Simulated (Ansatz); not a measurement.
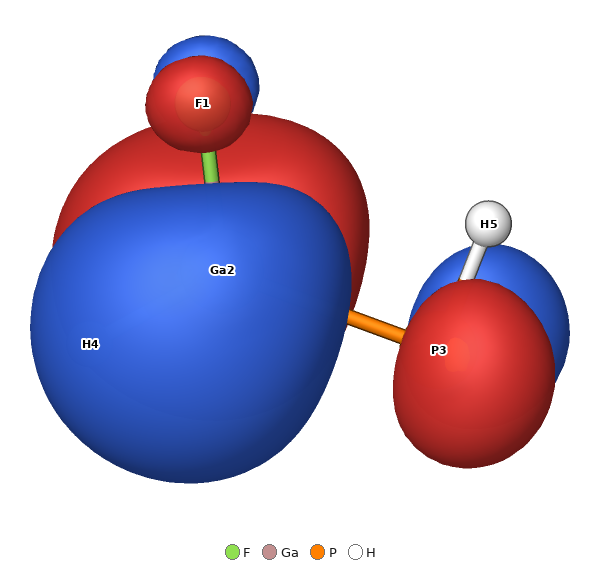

*FGaH₂P (SMILES [F][GaH][PH]) (doublet). The LUMO (α) at ±0.08 Å⁻³ᐟ² (red and blue are the two phases), seen at a tilt.*

Geometry: B3LYP/6-31G*.

All numbers below come from isolated molecule in a Gaussian basis; Kohn-Sham density functional theory, functional PBE0 (Ansatz 0.2.0).

Input file:

```
crystal:
  periodic: [false, false, false]
  atoms:
    - symbol: F
      position_ang: [-1.203095, 2.070558, 0.059426]
    - symbol: Ga
      position_ang: [-0.506689, 0.505393, 0.495927]
    - symbol: P
      position_ang: [-0.479554, -1.121005, -1.197637]
    - symbol: H
      position_ang: [0.006404, 0.420245, 1.982397]
    - symbol: H
      position_ang: [-1.099844, -0.217160, -2.117393]
basis:
  gaussian:
    orbitals: def2-TZVPD
hamiltonian:
  xc: {name: PBE0}
output:
  forces: true
  orbitals: {seedname: orbitals}
magnetization:
  spin_polarized: true
  initial_magnetization: 1
```

Run with:

```sh
ansatz run input.yaml --threads 1 --pin off --max-ram 2610MiB --events-out events.jsonl --progress --plain --runs-dir runs
```

Describe this orbital and give its energy.

It lies mainly on Ga2 (about 75 %), P3 (about 15 %) and H4 (about 5 %); it changes sign across the molecular plane (π type). Its energy is −1.45 eV.
